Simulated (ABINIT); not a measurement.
# A GW chain in ABINIT: LaAlH6 (R-3m)

Aim: the G0W0 gap of LaAlH6 (R-3m) on PBEsol, step by step.

Program: ABINIT 10.8.3. Level of theory: PBEsol and many-body steps on it, plane waves. Results are calculated unless marked as measured.

## Step 1: Set-up

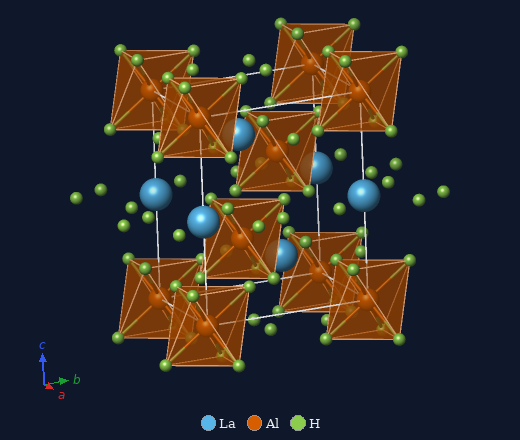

The starting structure, seen slightly off an axis (lanthanum blue, aluminium orange, hydrogen green). This picture shows the conventional cell, with its axes. Some periodic images of atoms are drawn too.

The cell and positions are those that the Materials Project relaxed with its own functionals (PBE, PBE+U or r2SCAN), kept fixed. Spin-orbit coupling is left out unless a step names it.

## Step 2: Ground state

This step: ABINIT 10.8.3; DFT, PBEsol, plane waves, norm-conserving pseudopotentials.

The ground-state density comes first.

The input, run.abi:

```
acell 3*1.0 Angstrom
rprim 
  3.258000458606 1.881007441796 2.097130288200
  -3.258000458606 1.881007441796 2.097130288200
  -0.000000000000 -3.762014883593 2.097130288200
ntypat 3
znucl 57 13 1
natom 8
typat 1 2 3 3 3 3 3 3
xred 
  0.500000000000 0.500000000000 0.500000000000
  0.000000000000 0.000000000000 0.000000000000
  0.939950120000 0.291822870000 0.291822870000
  0.291822870000 0.939950120000 0.291822870000
  0.291822870000 0.291822870000 0.939950120000
  0.060049880000 0.708177130000 0.708177130000
  0.708177130000 0.060049880000 0.708177130000
  0.708177130000 0.708177130000 0.060049880000
pp_dirpath "pseudos"
pseudos "La.upf, Al.upf, H.upf"
ecut 50
ngkpt 6 6 6
nshiftk 1
shiftk 0 0 0
kptopt 1
chksymbreak 0
nband 18
occopt 1
tolvrs 1e-10
nstep 60
prtwf 0
optforces 0
optstress 0
indata_prefix "in"
outdata_prefix "out"
tmpdata_prefix "tmp"
```

Command:

```bash
> OMP_NUM_THREADS=1 mpirun -n 4 abinit run.abi > log
```

Numbers of over 12 decimals in the logs are rounded to 6 here.

The program printed:

```text
.Version 10.8.3 of ABINIT. v10.8.2 released Aug 2026.

 Symmetries : space group R-3 m (#166); Bravais hR (rhombohedral)
================================================================================
 Values of the parameters that define the memory need of the present run
     intxc =       0    ionmov =       0      iscf =       7    lmnmax =       8
     lnmax =       8     mgfft =      54  mpssoang =       4    mqgrid =    3001
     natom =       8  nloc_mem =       1    nspden =       1   nspinor =       1
    nsppol =       1      nsym =      12    n1xccc =    2501    ntypat =       3
    occopt =       1   xclevel =       2
-    mband =          18        mffmem =           1         mkmem =           8
       mpw =        8823          nfft =      157464          nkpt =          32
================================================================================
  Rough estimation (10% accuracy) of disk space for files :
================================================================================

--------------------------------------------------------------------------------
------------- Echo of variables that govern the present computation ------------
--------------------------------------------------------------------------------
 -outvars: echo values of preprocessed input variables --------
            acell      1.8897261259E+00  1.8897261259E+00  1.8897261259E+00 Bohr

      chksymbreak           0
             ecut      5.00000000E+01 Hartree
-          fftalg         312

              ixc     -116133
              kpt      0.00000000E+00  0.00000000E+00  0.00000000E+00
                       1.66666667E-01  0.00000000E+00  0.00000000E+00
                       3.33333333E-01  0.00000000E+00  0.00000000E+00
                       5.00000000E-01  0.00000000E+00  0.00000000E+00
                       1.66666667E-01  1.66666667E-01  0.00000000E+00
                       3.33333333E-01  1.66666667E-01  0.00000000E+00
                       5.00000000E-01  1.66666667E-01  0.00000000E+00
                      -3.33333333E-01  1.66666667E-01  0.00000000E+00
                      -1.66666667E-01  1.66666667E-01  0.00000000E+00
   [... 21 further rows ...]
                      -3.33333333E-01  5.00000000E-01  3.33333333E-01
                       5.00000000E-01  5.00000000E-01  5.00000000E-01
         kptrlatt        6    0    0      0    6    0      0    0    6
          kptrlen      4.88349112E+01
P           mkmem           8
            natom           8
            nband          18
            ngfft          54      54      54
             nkpt          32
            nstep          60
             nsym          12
           ntypat           3
              occ      2.000000  2.000000  2.000000  2.000000  2.000000  2.000000
                       2.000000  2.000000  2.000000  2.000000  0.000000  0.000000
                       0.000000  0.000000  0.000000  0.000000  0.000000  0.000000
        optforces           0
        optstress           0
            prtwf           0
            rprim      3.2580004586E+00  1.8810074418E+00  2.0971302882E+00
[...]
spgroup         166

           tolvrs      1.00000000E-10

             xred      5.0000000000E-01  5.0000000000E-01  5.0000000000E-01
[...]
znucl       57.00000   13.00000    1.00000

================================================================================

 chkinp: Checking input parameters for consistency.

================================================================================
== DATASET  1 ==================================================================
-   mpi_nproc: 4, omp_nthreads: 1 (-1 if OMP is not activated)

--- !DatasetInfo
iteration_state: {dtset: 1, }
dimensions: {natom: 8, nkpt: 32, mband: 18, nsppol: 1, nspinor: 1, nspden: 1, mpw: 8823, }
cutoff_energies: {ecut:  50.0, pawecutdg:  -1.0, }
electrons: {nelect:   2.00000000E+01, charge:   0.00000000E+00, occopt:   1.00000000E+00, tsmear:   1.00000000E-02, }

 Real(R)+Recip(G) space primitive vectors, cartesian coordinates (Bohr,Bohr^-1):
 R(1)=  6.1567286  3.5545889  3.9630019  G(1)=  0.0812120  0.0468877  0.0841113
 R(2)= -6.1567286  3.5545889  3.9630019  G(2)= -0.0812120  0.0468877  0.0841113
 R(3)=  0.0000000 -7.1091778  3.9630019  G(3)=  0.0000000 -0.0937755  0.0841113
 Unit cell volume ucvol=  5.2037320E+02 bohr^3
 Angles (23,13,12)=  9.83015991E+01  9.83015991E+01  9.83015991E+01 degrees

 getcut: wavevector=  0.0000  0.0000  0.0000  ngfft=  54  54  54
         ecut(hartree)=     50.000   => boxcut(ratio)=   2.08436

--- Pseudopotential description ------------------------------------------------
- La Generated using ONCVPSP code by D. R. Hamann
- 57.00000  11.00000  180301                  znucl, zion, pspdat
12 -116133 3 -1 1812                          pspcod,pspxc,lmax,lloc,mmax
     nproj     2     2     2     2
  pspatm : epsatm=   29.08531999
         --- l  ekb(1:nproj) -->
[...]
pspatm: atomic psp has been read  and splines computed

- Al Generated using ONCVPSP code by D. R. Hamann
- 13.00000   3.00000  180301                  znucl, zion, pspdat
12 -116133 2 -1 1876                          pspcod,pspxc,lmax,lloc,mmax
     nproj     2     2     2     0
  pspatm : epsatm=    0.68509285
         --- l  ekb(1:nproj) -->
[...]
pspatm: atomic psp has been read  and splines computed

- H Generated using ONCVPSP code by D. R. Hamann
-  1.00000   1.00000  180301                  znucl, zion, pspdat
12 -116133 1 -1 1180                          pspcod,pspxc,lmax,lloc,mmax
     nproj     2     1     0     0
  pspatm : epsatm=    0.35585368
         --- l  ekb(1:nproj) -->
[...]
1   -0.494138
 pspatm: atomic psp has been read  and splines computed

   6.38110698E+02                                ecore*ucvol(ha*bohr**3)
--------------------------------------------------------------------------------

_setup2: Arith. and geom. avg. npw (full set) are    8787.931    8787.917

================================================================================

--- !BeginCycle
iteration_state: {dtset: 1, }
solver: {iscf: 7, nstep: 60, nline: 4, wfoptalg: 0, }
tolerances: {tolvrs: 1.00E-10, }

     iter   Etot(hartree)      deltaE(h)  residm     vres2
 ETOT  1  -40.902684258729    -4.090E+01 5.523E-02 3.025E+02
 ETOT  2  -40.981702416052    -7.902E-02 8.184E-02 1.380E+01
 ETOT  3  -40.984648690869    -2.946E-03 8.194E-02 2.443E+00
 ETOT  4  -40.985500098822    -8.514E-04 3.652E-02 6.504E-02
 ETOT  5  -40.985767089659    -2.670E-04 6.072E-02 4.521E-01
 ETOT  6  -40.985900285772    -1.332E-04 3.700E-02 1.819E-01
 ETOT  7  -40.985921255681    -2.097E-05 8.150E-02 3.377E-01
 ETOT  8  -40.985934068671    -1.281E-05 2.553E-02 3.540E-01
 ETOT  9  -40.985963977036    -2.991E-05 2.802E-02 2.925E-03
 ETOT 10  -40.985967131313    -3.154E-06 1.099E-02 1.684E-03
[...]
ETOT 22  -40.985968897147    -5.926E-11 6.178E-03 1.529E-08
 ETOT 23  -40.985968897169    -2.176E-11 3.744E-03 8.765E-09
 ETOT 24  -40.985968897178    -9.415E-12 5.020E-03 2.483E-09
 ETOT 25  -40.985968897182    -3.467E-12 5.581E-03 2.729E-10
 ETOT 26  -40.985968897183    -1.322E-12 4.026E-03 9.038E-11

 At SCF step   26       vres2   =  9.04E-11 < tolvrs=  1.00E-10 =>converged.

--- !ResultsGS
iteration_state: {dtset: 1, }
comment   : Summary of ground state results
lattice_vectors:
- [  6.1567286,   3.5545889,   3.9630019, ]
- [ -6.1567286,   3.5545889,   3.9630019, ]
- [ -0.0000000,  -7.1091778,   3.9630019, ]
lattice_lengths: [   8.13915,    8.13915,    8.13915, ]
lattice_angles: [ 98.302,  98.302,  98.302, ] # degrees, (23, 13, 12)
lattice_volume:   5.2037320E+02
convergence: {deltae: -1.322E-12, res2:  9.038E-11, residm:  4.026E-03, diffor:  0.000E+00, }
etotal    :  -4.09859689E+01
entropy   :   0.00000000E+00
fermie    :   1.37704374E-01
cartesian_stress_tensor: null
pressure_GPa: null
xred      :
- [  5.0000E-01,   5.0000E-01,   5.0000E-01, La]
- [  0.0000E+00,   0.0000E+00,   0.0000E+00, Al]
- [  9.3995E-01,   2.9182E-01,   2.9182E-01,  H]
- [  2.9182E-01,   9.3995E-01,   2.9182E-01,  H]
- [  2.9182E-01,   2.9182E-01,   9.3995E-01,  H]
- [  6.0050E-02,   7.0818E-01,   7.0818E-01,  H]
- [  7.0818E-01,   6.0050E-02,   7.0818E-01,  H]
- [  7.0818E-01,   7.0818E-01,   6.0050E-02,  H]
cartesian_forces: null
force_length_stats: {min: null, max: null, mean: null, }

 Integrated electronic density in atomic spheres:
 ------------------------------------------------
 Atom  Sphere_radius  Integrated_density
[...]
================================================================================

 ----iterations are completed or convergence reached----

 Mean square residual over all n,k,spin=   48.416E-06; max=  40.265E-04
 reduced coordinates (array xred) for    8 atoms
[...]
0.291822870000      0.939950120000      0.291822870000
       0.291822870000      0.291822870000      0.939950120000
       0.060049880000      0.708177130000      0.708177130000
       0.708177130000      0.060049880000      0.708177130000
       0.708177130000      0.708177130000      0.060049880000
 rms dE/dt=  0.0000E+00; max dE/dt=  0.0000E+00; dE/dt below (all hartree)
    1       0.000000000000      0.000000000000      0.000000000000
    2       0.000000000000      0.000000000000      0.000000000000
    3       0.000000000000      0.000000000000      0.000000000000
    4       0.000000000000      0.000000000000      0.000000000000
    5       0.000000000000      0.000000000000      0.000000000000
    6       0.000000000000      0.000000000000      0.000000000000
    7       0.000000000000      0.000000000000      0.000000000000
    8       0.000000000000      0.000000000000      0.000000000000

 cartesian coordinates (angstrom) at end:
    1      0.000000    -5e-13     3.145695
    2      0.000000     0.000000     0.000000
    3      2.111599     1.219132     3.195179
    4     -2.111599     1.219132     3.195179
    5     -0.000000    -2.438264     3.195179
    6     -2.111599    -1.219132     3.096212
    7      2.111599    -1.219132     3.096212
    8      0.000000     2.438264     3.096212
 length scales=  1.889726125908  1.889726125908  1.889726125908 bohr
              =  1.000000000000  1.000000000000  1.000000000000 angstroms
 prteigrs : about to open file out_EIG
 Fermi (or HOMO) energy (hartree) =   0.13770   Average Vxc (hartree)=  -0.35684
 Eigenvalues (hartree) for nkpt=  32  k points:
 kpt#   1, nband= 18, wtk=  0.00463, kpt=  0.0000  0.0000  0.0000 (reduced coord)
  -1.00644   -0.41264   -0.40327   -0.40327   -0.14945    0.05403    0.05403    0.07225
   0.07225    0.07624    0.22231    0.26524    0.26965    0.27233    0.27507    0.27632
   0.27633    0.28283
 prteigrs : prtvol=0 or 1, do not print more k-points.

--- !EnergyTerms
iteration_state     : {dtset: 1, }
comment             : Components of total free energy in Hartree
kinetic             :  1.28807234754130E+01
hartree             :  5.05020772134713E+00
xc                  : -1.15298583804966E+01
Ewald energy        : -3.15544656766403E+01
psp_core            :  1.22625588805450E+00
local_psp           : -2.05468534006129E+01
non_local_psp       :  3.48802147575211E+00
total_energy        : -4.09859688971830E+01
total_energy_eV     : -1.11528503032701E+03
band_energy         : -4.13339082947234E+00

== END DATASET(S) ==============================================================
================================================================================

 -outvars: echo values of variables after computation  --------
           etotal     -4.0985968897E+01
            nband          18
             nkpt          32
          spgroup         166
 [... the other variables as echoed above ...]

 Calculation completed.
```

Run time: 99 s. Hardware: 4 MPI ranks of Arm Neoverse V2, shared host; peak memory 0.47 GiB; 6.6 min of CPU time.

This step gave:

```
total energy               : -1115.2850 eV
gap                        : 2.302 eV
k of the valence top       : 0.5, 0, 0
k of the conduction bottom : 0, 0, 0
least direct gap           : 2.916 eV
```

The gap is indirect, with the least direct gap 0.61 eV higher.

## Step 3: Empty states on the mesh, 2×2×2 mesh, 45 bands

The sums over transitions need many empty states on a uniform mesh; this step solves for them.

run.abi, as its differences from that of step 2:

```diff
@@ -21,3 +21,3 @@
 ecut 50
-ngkpt 6 6 6
+ngkpt 2 2 2
 nshiftk 1
@@ -26,9 +26,10 @@
 chksymbreak 0
-nband 18
-occopt 1
-tolvrs 1e-10
+iscf -2
+irdden 1
+istwfk *1
+nband 45
+nbdbuf 4
+tolwfr 1e-09
 nstep 60
-prtwf 0
-optforces 0
-optstress 0
+prtvol 0
 indata_prefix "in"
```

The program printed:

```text
.Version 10.8.3 of ABINIT. v10.8.2 released Aug 2026.

 Symmetries : space group R-3 m (#166); Bravais hR (rhombohedral)
[... echo of the input left out ...]
== DATASET  1 ==================================================================
-   mpi_nproc: 4, omp_nthreads: 1 (-1 if OMP is not activated)

--- !DatasetInfo
iteration_state: {dtset: 1, }
dimensions: {natom: 8, nkpt: 4, mband: 45, nsppol: 1, nspinor: 1, nspden: 1, mpw: 8790, }
cutoff_energies: {ecut:  50.0, pawecutdg:  -1.0, }
electrons: {nelect:   2.00000000E+01, charge:   0.00000000E+00, occopt:   1.00000000E+00, tsmear:   1.00000000E-02, }

 Real(R)+Recip(G) space primitive vectors, cartesian coordinates (Bohr,Bohr^-1):
 R(1)=  6.1567286  3.5545889  3.9630019  G(1)=  0.0812120  0.0468877  0.0841113
 R(2)= -6.1567286  3.5545889  3.9630019  G(2)= -0.0812120  0.0468877  0.0841113
 R(3)=  0.0000000 -7.1091778  3.9630019  G(3)=  0.0000000 -0.0937755  0.0841113
 Unit cell volume ucvol=  5.2037320E+02 bohr^3
 Angles (23,13,12)=  9.83015991E+01  9.83015991E+01  9.83015991E+01 degrees

 getcut: wavevector=  0.0000  0.0000  0.0000  ngfft=  54  54  54
         ecut(hartree)=     50.000   => boxcut(ratio)=   2.08436

--- Pseudopotential description ------------------------------------------------
- La Generated using ONCVPSP code by D. R. Hamann
- 57.00000  11.00000  180301                  znucl, zion, pspdat
12 -116133 3 -1 1812                          pspcod,pspxc,lmax,lloc,mmax
     nproj     2     2     2     2
  pspatm : epsatm=   29.08531999
         --- l  ekb(1:nproj) -->
             0    6.695600    0.639047
             1    6.383649    1.151322
             2    3.612966    0.847811
[...]
pspatm: atomic psp has been read  and splines computed

- Al Generated using ONCVPSP code by D. R. Hamann
- 13.00000   3.00000  180301                  znucl, zion, pspdat
12 -116133 2 -1 1876                          pspcod,pspxc,lmax,lloc,mmax
     nproj     2     2     2     0
  pspatm : epsatm=    0.68509285
         --- l  ekb(1:nproj) -->
[...]
pspatm: atomic psp has been read  and splines computed

- H Generated using ONCVPSP code by D. R. Hamann
-  1.00000   1.00000  180301                  znucl, zion, pspdat
12 -116133 1 -1 1180                          pspcod,pspxc,lmax,lloc,mmax
     nproj     2     1     0     0
  pspatm : epsatm=    0.35585368
         --- l  ekb(1:nproj) -->
[...]
1   -0.494138
 pspatm: atomic psp has been read  and splines computed

--------------------------------------------------------------------------------

================================================================================
 prteigrs : about to open file out_EIG
 Non-SCF case, kpt    1 (  0.00000  0.00000  0.00000), residuals and eigenvalues=
  6.76E-10  7.55E-10  3.03E-10  8.94E-10  3.83E-10  4.29E-10  7.10E-10  2.52E-10
[...]
5.4033E-02  7.2249E-02  7.2249E-02  7.6236E-02  2.2231E-01  2.6522E-01
  2.6855E-01  2.7075E-01  2.7075E-01  2.7631E-01  2.7631E-01  2.8199E-01
  2.8372E-01  2.8372E-01  3.5936E-01  4.1483E-01  4.1483E-01  4.7770E-01
  4.7770E-01  5.0490E-01  5.3443E-01  5.3443E-01  5.4959E-01  5.4959E-01
  6.0169E-01  6.4083E-01  7.7674E-01  7.7674E-01  8.2199E-01  8.4150E-01
  9.0729E-01  9.0729E-01  9.1678E-01  9.9279E-01  9.9279E-01  1.0039E+00
[...]
prteigrs : prtvol=0 or 1, do not print more k-points.

--- !ResultsGS
iteration_state: {dtset: 1, }
comment   : Summary of ground state results
lattice_vectors:
- [  6.1567286,   3.5545889,   3.9630019, ]
- [ -6.1567286,   3.5545889,   3.9630019, ]
- [ -0.0000000,  -7.1091778,   3.9630019, ]
lattice_lengths: [   8.13915,    8.13915,    8.13915, ]
lattice_angles: [ 98.302,  98.302,  98.302, ] # degrees, (23, 13, 12)
lattice_volume:   5.2037320E+02
convergence: {deltae:  0.000E+00, res2:  0.000E+00, residm:  9.947E-10, diffor:  0.000E+00, }
etotal    :  -4.09859689E+01
entropy   :   0.00000000E+00
fermie    :   1.37704374E-01
cartesian_stress_tensor: null
pressure_GPa: null
xred      :
- [  5.0000E-01,   5.0000E-01,   5.0000E-01, La]
- [  0.0000E+00,   0.0000E+00,   0.0000E+00, Al]
- [  9.3995E-01,   2.9182E-01,   2.9182E-01,  H]
- [  2.9182E-01,   9.3995E-01,   2.9182E-01,  H]
- [  2.9182E-01,   2.9182E-01,   9.3995E-01,  H]
- [  6.0050E-02,   7.0818E-01,   7.0818E-01,  H]
- [  7.0818E-01,   6.0050E-02,   7.0818E-01,  H]
- [  7.0818E-01,   7.0818E-01,   6.0050E-02,  H]
cartesian_forces: null
force_length_stats: {min: null, max: null, mean: null, }

 Integrated electronic density in atomic spheres:
 ------------------------------------------------
 Atom  Sphere_radius  Integrated_density
[...]
================================================================================

 ----iterations are completed or convergence reached----

 Mean square residual over all n,k,spin=   56.448E-11; max=  99.474E-11
 reduced coordinates (array xred) for    8 atoms
[...]
0.708177130000      0.060049880000      0.708177130000
       0.708177130000      0.708177130000      0.060049880000

 cartesian coordinates (angstrom) at end:
    1      0.000000    -5e-13     3.145695
    2      0.000000     0.000000     0.000000
    3      2.111599     1.219132     3.195179
[...]
7      2.111599    -1.219132     3.096212
    8      0.000000     2.438264     3.096212
 length scales=  1.889726125908  1.889726125908  1.889726125908 bohr
              =  1.000000000000  1.000000000000  1.000000000000 angstroms
 prteigrs : about to open file out_EIG
 Eigenvalues (hartree) for nkpt=   4  k points:
 kpt#   1, nband= 45, wtk=  0.12500, kpt=  0.0000  0.0000  0.0000 (reduced coord)
[...]
0.47770    0.50490    0.53443    0.53443    0.54959    0.54959    0.60169    0.64083
   0.77674    0.77674    0.82199    0.84150    0.90729    0.90729    0.91678    0.99279
   0.99279    1.00388    1.07588    1.07656    1.08071
 prteigrs : prtvol=0 or 1, do not print more k-points.

== END DATASET(S) ==============================================================
================================================================================

 -outvars: echo values of variables after computation  --------
            nband          45
             nkpt           4
          spgroup         166
 [... the other variables as echoed above ...]

 Calculation completed.
```

Run time: 12 s. Hardware: 4 MPI ranks; peak memory 0.35 GiB; 48 s of CPU time.

Numbers from this step:

```
gap                                                           : 2.302 eV
k of the valence top                                          : 0.5, 0, 0
k of the conduction bottom                                    : 0, 0, 0
least direct gap                                              : 3.039 eV
k points computed                                             : 4
lowest point of the top converged band, above the valence top : 21.17 eV
```

On this mesh the gap is 2.302 eV.

[end of part 1 of 2]

[Paths, hosts, dates, memory and timing lines, banners, echoed tables and standing remarks are left out of the program output.]

[Logs are printed without paths, hosts, clocks, repeated set-up lines and the standing remarks that a program may print on its own settings, such as how far it seeks lower states.]

[Runs of the session that timed out or met a known fault of the program may be left out.]

[Hosts, paths, dates, database ids (printed as entryN), source tags and the programs' standing remarks are cut or masked in the printed files.]

[G0W0 gaps are taken among the corrected bands and points alone; a level outside them can change the order at an edge.]

[Where Ansatz stands beside ABINIT at settings called matched, ABINIT's density can come from a denser mesh and the files from another edition; pairs whose starting gaps differed by over 0.03 eV were left out, so agreement reads better than it is.]
